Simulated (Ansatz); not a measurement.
# Computed frozen-phonon scan: TiC (rock salt)

TiC (rock salt)

```yaml
crystal:
  lattice:
    - [0.00000, 4.33303, 4.33303]
    - [2.16652, 0.00000, 2.16652]
    - [2.16652, 2.16652, 0.00000]
  atoms:
    - { symbol: C, position: [0.00000, 0.00000, 0.00000] }
    - { symbol: C, position: [0.50000, 0.00000, 0.00000] }
    - { symbol: Ti, position: [0.25000, 0.50000, 0.50000] }
    - { symbol: Ti, position: [0.75000, 0.50000, 0.50000] }
```

A phonon eigenvector at L = (0.5, 0.0, 0.0) is frozen into this cell: atom i moves by Q times the vector below, so Q is the largest atomic displacement, in Å. The cell is held. It is one choice among 2 degenerate patterns. (q is in reciprocal vectors of the primitive cell; the cell shown is doubled to hold the pattern.)

```tsv
atom	x	y	z
C1	-0.285	0.520	-0.805
C2	0.285	-0.520	0.805
```

Atoms not listed stay in place.

Computed with PBE (plane waves to 420 eV, PAW, scalar-relativistic; Ansatz, a program for electronic structure). k mesh 9×18×18 (Γ-centred), Fermi-Dirac smearing 0.05 eV. The energy includes the smearing's −TS. With partly filled bands, energies and forces of such displacements shift with the k mesh and the smearing. TiC is run without spin polarisation. TiC was relaxed with its symmetry unable to fall. The zero of ΔE is the undisplaced structure.

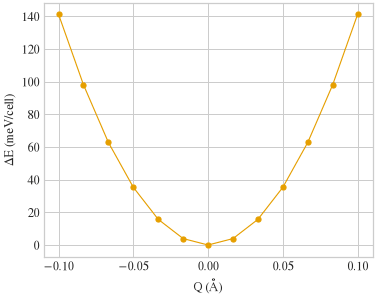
Figure: ΔE (meV/cell) against Q (Å); one marker a computed point.

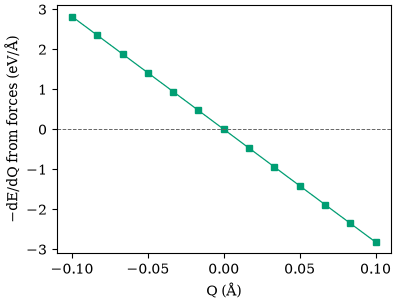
*−dE/dQ from forces (eV/Å) against Q (Å); one marker a computed point.*

The energy at Q = 0.100 Å is 141 meV/cell. Shape of the curve: a single well with its minimum at or next to zero displacement. Symmetry of the curve: even: the same for both signs. Space group of the distorted cell: P-1 (No. 2), lowered from Fm-3m. Harmonic wavenumber from the curvature (finite differences): 566 cm⁻¹.

E″ = 28.26 eV/Å², M = Σ mᵢ|uᵢ|² = 24.0 u, ν̃ = 521.5·√(|E″|/M).

(A displaced cell: forces are minus the slopes of the energy, force constants its curvatures, and phonons follow from these.)
